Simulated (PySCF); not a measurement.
Molecule: SMILES B[SiH2][SiH2]C(C)=O. Atoms near the plane z = 0.6 Å, at the GFN2-xTB optimised geometry (x, y, z in Å): Si3 (1.6, -0.4, 0.0), C4 (-0.3, -0.4, 0.0), C5 (-1.0, 1.0, 0.0), O6 (-0.9, -1.4, 0.0), H13 (-2.1, 0.9, 0.1), H15 (-0.6, 1.6, 0.8).

Method: CAM-B3LYP/def2-TZVP (PySCF). The values are rescaled to run from 0 to 1.

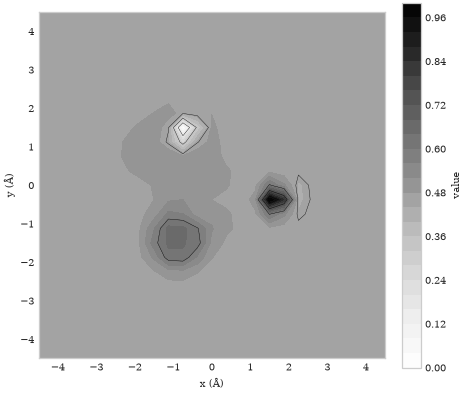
Figure: a field on the plane z = 0.6 Å.

Question: Which quantity is mapped?
A. electron localisation function
B. an orbital amplitude
C. Laplacian of the electron density
D. deformation density (molecule minus spherical neutral atoms)

Answer: C, Laplacian of the electron density. In full: Laplacian of the electron density (e/bohr⁵), clipped to [-1.50, 1.50].
